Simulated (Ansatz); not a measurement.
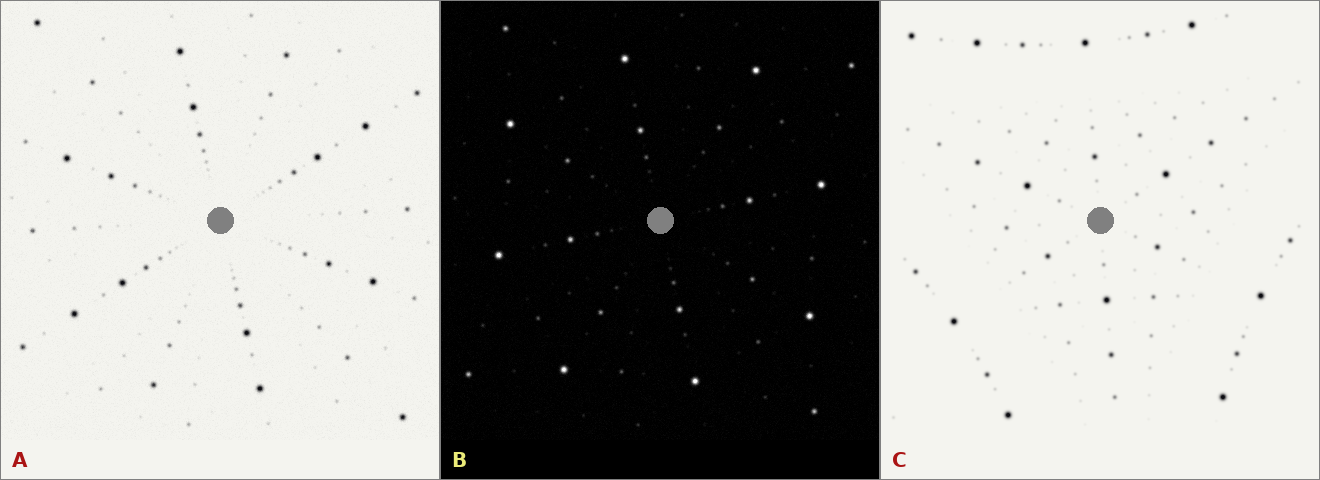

Simulated back-reflection Laue patterns (white X-rays, 0.45 to 2.2 Å, flat plate covering ±45° about the beam, kinematic intensities, seen from the source). Crystal: Mo, space group Im-3m (No. 229), a = 3.132 Å. Structure: the input geometry of an electronic-structure calculation (not necessarily at equilibrium).

```json
{"atom": "Mo", "site": "2a", "symmetry": "m-3m", "x": "0.0000", "y": "0.0000", "z": "0.0000"}
```

Question: The directions [001], [110], [111] point towards the source, in some order. Which is which?

Answer: A: [110], symmetry 2mm (a twofold axis with two mirror lines). B: [001], symmetry 4mm (a fourfold axis with mirror lines). C: [111], symmetry 3m (a threefold axis with three mirror lines). The Laue class is m-3m.
